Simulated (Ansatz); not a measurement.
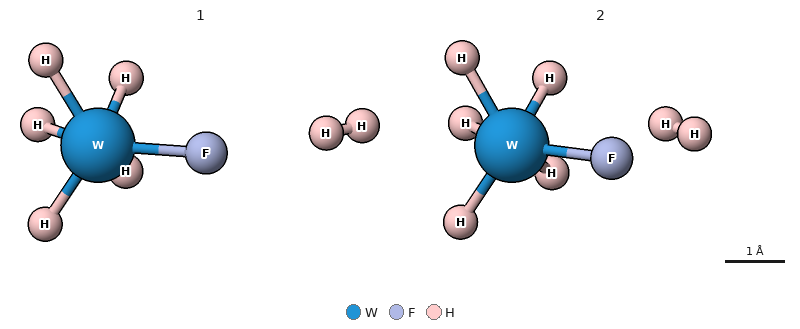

Two geometries of WH₇F, drawn at one scale. One is the start of a relaxation, the other its converged end. Style: ball-and-stick. Shown at a tilt.

Theory: Ansatz 0.2.0, RKS PBE-D4/def2-SVP. Set-up: no spin polarisation; force threshold 0.03 eV/Å; at most 50 steps.

Question: Which of the two is the end point?

Answer: Structure 1 is the relaxed one. The run prepares an end point of a later path (reaction) calculation, from a guessed geometry. The largest move after the best rigid fit is that of an H atom, 1.64 Å. By element the largest moves are H 1.64 Å, F 0.33 Å, W 0.23 Å. Among the contacts that change: H–W 2.934 → 4.662 Å, H–H 0.720 → 0.770 Å, F–W 1.872 → 1.900 Å, H–W 1.699 → 1.695 Å. Bond angles that change, for instance: F–W–H 88.8° → 86.0°. Over 25 accepted moves (30 points after the start) the energy falls by 0.301 eV. Largest force component: 1.8 eV/Å at the start, 0.026 eV/Å at the end. The line search rejected the trial steps at points 10, 13, 15, 19, 27 of the run. The forces were under the threshold at step 17, but the run went on from there.
